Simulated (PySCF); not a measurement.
Potential energy curve for O₂, triplet.

- ROKS-PBE0 = restricted open-shell PBE0/cc-pVDZ (PySCF)
- UHF/cc-pVDZ (PySCF)
- UMP2 = PySCF 2.14.0 with MP2 on UHF/cc-pVDZ, 2 core orbitals frozen

Energies are in mEh, each relative to the lowest point of its own curve near equilibrium.

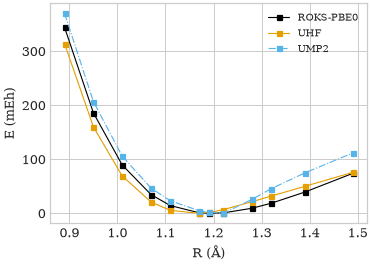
Figure: Energy against bond length for each method.

```
R / Å  ROKS-PBE0    UHF   UMP2
-----  ---------  -----  -----
0.89       344.5  314.2  370.4
0.95       186.1  160.2  207.0
1.01        89.5   69.2  105.9
1.07        34.7   21.0   46.7
1.11        14.5    5.6   23.3
1.17         1.1    0.0    4.9
1.19         0.0    1.7    2.0
1.22         0.9    6.7    0.0
1.28         9.4   21.7   25.8
1.32        18.7   32.0   45.7
1.39        39.4   50.1   74.9
1.49        74.1   75.9  111.9
```

At the longest distance, 1.49 Å, UMP2 lies highest above its minimum (111.9 mEh) and ROKS-PBE0 lowest (74.1 mEh).

The scan ran from 0.89 to 4.81 Å; beyond the distances shown one of the unrestricted levels run for this scan, shown here or not, changes its spin distribution in one step.
